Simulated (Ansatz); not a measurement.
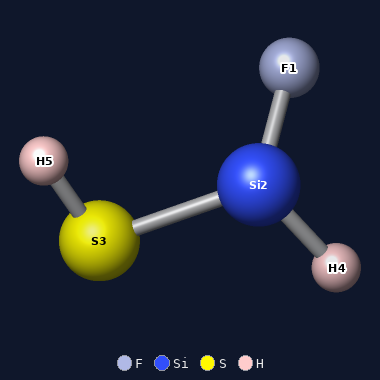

The system is FH2SSi, SMILES F[SiH]S, spin multiplicity 2; the picture shows the reference structure. Coordinates scanned: (1) bond length Si2–S3; (2) dihedral F1–Si2–S3–H5. Nothing is relaxed (all other coordinates rigid). Grid: 13 × 12 points. All energies are given in eV relative to the lowest grid point. The calculation used Ansatz, UKS B3LYP-D4/def2-TZVP.

Its coordinates:

```json
{"atom": "F", "x (Å)": "-1.2474", "y (Å)": "-0.5222", "z (Å)": "1.1355"}
{"atom": "Si", "x (Å)": "-0.6411", "y (Å)": "-0.1705", "z (Å)": "-0.3150"}
{"atom": "S", "x (Å)": "1.4010", "y (Å)": "0.4525", "z (Å)": "-0.2099"}
{"atom": "H", "x (Å)": "-0.6177", "y (Å)": "-1.4286", "z (Å)": "-1.1079"}
{"atom": "H", "x (Å)": "1.1549", "y (Å)": "1.5951", "z (Å)": "0.4559"}
```

Range: bond length Si2–S3 from 1.881 to 2.672 Å; dihedral F1–Si2–S3–H5 from −180 to 150°.

What landscape does the calculation give?

The lowest grid point is at bond length Si2–S3 = 2.145 Å, dihedral F1–Si2–S3–H5 = −60°. The highest grid point, bond length Si2–S3 = 2.672 Å, dihedral F1–Si2–S3–H5 = 60°, lies 1.07 eV above the lowest. On the interpolated surface the easiest way out of the lowest well to its copy in the next cell or period passes a barrier of about 0.13 eV. Round the minimum the two coordinates are nearly uncoupled.

| dihedral F1–Si2–S3–H5 ↓, bond length Si2–S3 → | 1.881 | 1.947 | 2.013 | 2.079 | 2.145 | 2.211 | 2.277 | 2.343 | 2.408 | 2.474 | 2.540 | 2.606 | 2.672 |
| --- | --- | --- | --- | --- | --- | --- | --- | --- | --- | --- | --- | --- | --- |
| 150 | 0.89 | 0.51 | 0.27 | 0.14 | 0.10 | 0.12 | 0.19 | 0.29 | 0.42 | 0.56 | 0.71 | 0.87 | 1.02 |
| 120 | 0.87 | 0.49 | 0.26 | 0.14 | 0.10 | 0.12 | 0.19 | 0.30 | 0.42 | 0.57 | 0.72 | 0.88 | 1.04 |
| 90 | 0.86 | 0.49 | 0.26 | 0.14 | 0.11 | 0.13 | 0.21 | 0.31 | 0.44 | 0.59 | 0.74 | 0.90 | 1.06 |
| 60 | 0.86 | 0.50 | 0.27 | 0.16 | 0.12 | 0.15 | 0.22 | 0.32 | 0.45 | 0.59 | 0.75 | 0.91 | 1.07 |
| 30 | 0.90 | 0.53 | 0.30 | 0.17 | 0.13 | 0.15 | 0.22 | 0.32 | 0.44 | 0.58 | 0.73 | 0.89 | 1.05 |
| 0 | 0.92 | 0.54 | 0.29 | 0.16 | 0.12 | 0.13 | 0.20 | 0.30 | 0.42 | 0.55 | 0.70 | 0.86 | 1.02 |
| −30 | 0.82 | 0.45 | 0.21 | 0.09 | 0.05 | 0.08 | 0.15 | 0.25 | 0.38 | 0.52 | 0.67 | 0.83 | 0.99 |
| −60 | 0.71 | 0.35 | 0.14 | 0.03 | 0.00 | 0.03 | 0.11 | 0.22 | 0.35 | 0.50 | 0.66 | 0.82 | 0.99 |
| −90 | 0.74 | 0.38 | 0.16 | 0.05 | 0.02 | 0.05 | 0.13 | 0.24 | 0.37 | 0.52 | 0.68 | 0.84 | 1.00 |
| −120 | 0.85 | 0.47 | 0.24 | 0.12 | 0.08 | 0.11 | 0.18 | 0.28 | 0.41 | 0.55 | 0.71 | 0.87 | 1.03 |
| −150 | 0.90 | 0.52 | 0.28 | 0.16 | 0.12 | 0.14 | 0.20 | 0.30 | 0.43 | 0.57 | 0.72 | 0.87 | 1.03 |
| −180 | 0.90 | 0.52 | 0.28 | 0.16 | 0.11 | 0.13 | 0.20 | 0.30 | 0.42 | 0.56 | 0.71 | 0.87 | 1.02 |

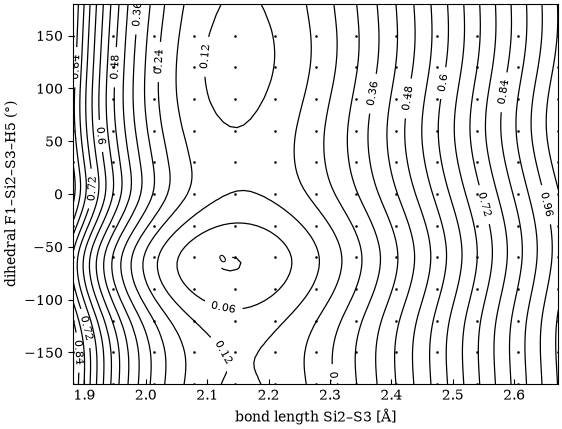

Drawn: contour lines labelled in eV, dots at the grid points. Between grid points the surface is interpolated.

Each point was launched as `ansatz run input.yaml --threads 1 --pin off --max-ram 2560MiB --backend cpu --events-out ev --progress --plain --runs-dir out`. Time for the 156 points that were run: 13 min on 1 thread of Intel(R) Xeon(R) Platinum 8488C (Sapphire Rapids), with other jobs on the host.
